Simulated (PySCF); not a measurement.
C2H7FSi, SMILES `C=C.[SiH3]F`.

Level of theory: TPSS/def2-TZVP (PySCF), at a geometry from GFN2-xTB.

The calculation's input:

```python
import numpy as np
from pyscf import gto, scf, dft
from pyscf.scf import atom_ks, atom_hf
from scipy.linalg import block_diag
from pyscf.dispersion import dftd3

def solve(mol, dm0=None, hcore=None):
    mf = (dft.UKS if mol.spin else dft.RKS)(mol, xc='tpss')
    mf.grids.level = 3
    mf = mf.density_fit(auxbasis='def2-universal-jkfit')
    mf.conv_tol, mf.max_cycle = 1e-8, 80
    if hcore is not None:
        mf.get_hcore = lambda *args: hcore
    mf.kernel(dm0)
    if not mf.converged:
        mf = mf.newton().run(mf.mo_coeff, mf.mo_occ, max_cycle=30)
    assert mf.converged, 'SCF not converged'
    return mf

mol = gto.M(atom='''
C     -2.20589    -0.56574    -0.33980
C     -2.49699     0.52784     0.33304
H     -1.44112    -1.24973    -0.01190
H     -2.72035    -0.82847    -1.25004
H     -3.26349     1.21346     0.00943
H     -1.98449     0.78783     1.24462
Si     1.50374     0.49293    -0.16590
F      1.32487    -1.01527     0.35897
H      0.71153     0.57206    -1.38145
H      2.93364     0.63859    -0.39111
H      1.00546     1.33010     0.91293
''', basis='def2-tzvp', charge=0, spin=0, verbose=4)
mol_a = gto.M(atom='''
C     -2.20589    -0.56574    -0.33980
C     -2.49699     0.52784     0.33304
H     -1.44112    -1.24973    -0.01190
H     -2.72035    -0.82847    -1.25004
H     -3.26349     1.21346     0.00943
H     -1.98449     0.78783     1.24462
ghost-Si     1.50374     0.49293    -0.16590
ghost-F      1.32487    -1.01527     0.35897
ghost-H      0.71153     0.57206    -1.38145
ghost-H      2.93364     0.63859    -0.39111
ghost-H      1.00546     1.33010     0.91293
''', basis='def2-tzvp', charge=0, spin=0, verbose=4)
mol_b = gto.M(atom='''
ghost-C     -2.20589    -0.56574    -0.33980
ghost-C     -2.49699     0.52784     0.33304
ghost-H     -1.44112    -1.24973    -0.01190
ghost-H     -2.72035    -0.82847    -1.25004
ghost-H     -3.26349     1.21346     0.00943
ghost-H     -1.98449     0.78783     1.24462
Si     1.50374     0.49293    -0.16590
F      1.32487    -1.01527     0.35897
H      0.71153     0.57206    -1.38145
H      2.93364     0.63859    -0.39111
H      1.00546     1.33010     0.91293
''', basis='def2-tzvp', charge=0, spin=0, verbose=4)
ab, a, b = solve(mol), solve(mol_a), solve(mol_b)
e_int = ab.e_tot - a.e_tot - b.e_tot
print('counterpoise-corrected interaction energy / kcal/mol', e_int * 627.5095)
def disp(atoms, charge):
    m = gto.M(atom=atoms, charge=charge, basis='sto-3g', spin=None, unit='Bohr', verbose=0)
    return dftd3.DFTD3Dispersion(m, xc='tpss', version='d3bj').get_dispersion()['energy']
e_disp = disp(mol._atom, mol.charge) - disp(mol._atom[:6], mol_a.charge) - disp(mol._atom[6:], mol_b.charge)
print('D3(BJ) part / kcal/mol', e_disp * 627.5095)
# spherically averaged free atoms, for the promolecule
atm = atom_ks.get_atm_nrks(mol, xc='tpss')
pro = block_diag(*[(atm[a[0]][2] * atm[a[0]][3]) @ atm[a[0]][2].T for a in mol._atom])
np.savez('result.npz', e_int=e_int, e_disp=e_disp, dm_a=a.make_rdm1(), dm_b=b.make_rdm1(), c=ab.mo_coeff, occ=ab.mo_occ, eps=ab.mo_energy, pro=pro, d=[f.dip_moment(verbose=0) for f in (ab, a, b)])
```

Command:

```sh
OMP_NUM_THREADS=1 python input.py
```

The run took 3.6 min on 1 thread of Intel(R) Xeon(R) Processor @ 2.50GHz (Skylake/Cascade Lake) (shared host), peak memory 0.68 GiB.

Partitions, critical points and surface values were worked out afterwards from this run's density.

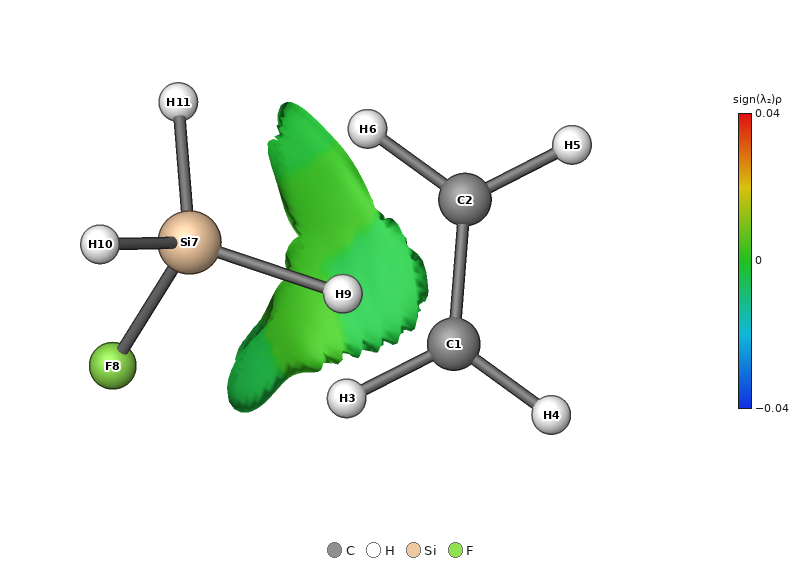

Non-covalent interaction surfaces between the fragments (reduced density gradient s = 0.6, coloured by sign(λ₂)ρ in a.u.; trimmed to the region between the fragments where ρ is under 0.06 a.u.). Fragment A: H4C2 (atoms 1–6); fragment B: SiH3F.

Interpret the surfaces between the fragments.

Answer. Bond critical points between the fragments: H3···F8, weak C–H hydrogen bond, 2.80 Å, ρ = 0.004 a.u.; C1···H9, 3.30 Å, ρ = 0.004 a.u. All are weak and appear green, as weak hydrogen bonds do. Several contacts close a ring, whose ring point adds a part with positive λ₂ between them. The pose is a local one from a semi-empirical search, not shown to be the most stable.

How strongly are they bound?

Answer. The counterpoise-corrected interaction energy of the frozen fragments is −0.1 kcal/mol without dispersion correction and −1.6 kcal/mol with D3(BJ). The pair geometry is semi-empirical, not a minimum at this level.
